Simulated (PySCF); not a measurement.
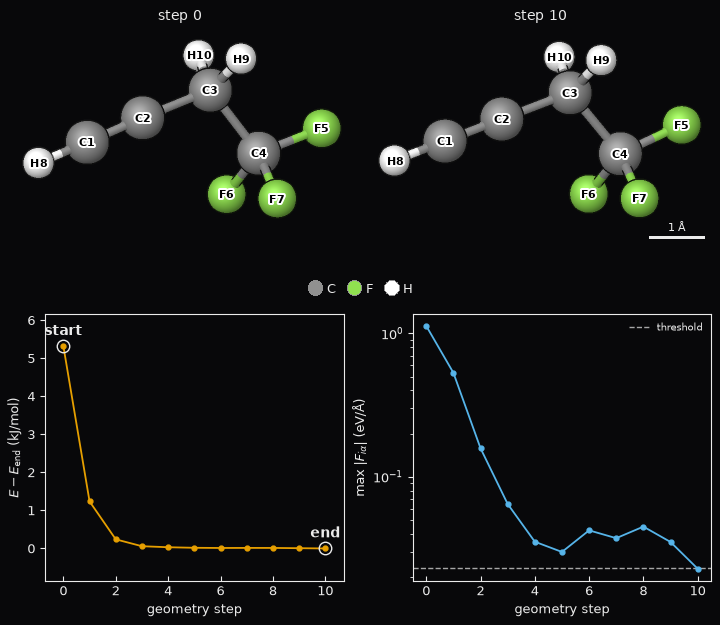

First and last geometry of a relaxation of C4H3F3, with the history of the run. A ball-and-stick model, seen at a tilt.

The start comes from GFN2-xTB.

Level of theory: PBE0-D3(BJ)/def2-SVP geometry optimisation, gas phase in PySCF. 

What do the curves and the structures tell?

It converged. The atom that moves furthest after the best rigid fit is H8 (0.092 Å). By element the largest moves are H 0.092 Å, F 0.063 Å, C 0.051 Å. Near-neighbour distances that change, for instance: C1–H8 1.049 → 1.075 Å, C1–C2 1.195 → 1.209 Å, C3–H10 1.093 → 1.102 Å, C4–F5 1.345 → 1.337 Å. Among the angles between lasting bonds that change: C2–C3–C4 110.5° → 113.7°, H9–C3–H10 109.5° → 107.2°. After 10 geometry steps the energy has fallen by 5.32 kJ/mol. The largest force component goes from 1.1 to 0.023 eV/Å. The run took about 40 core-seconds on a shared host.
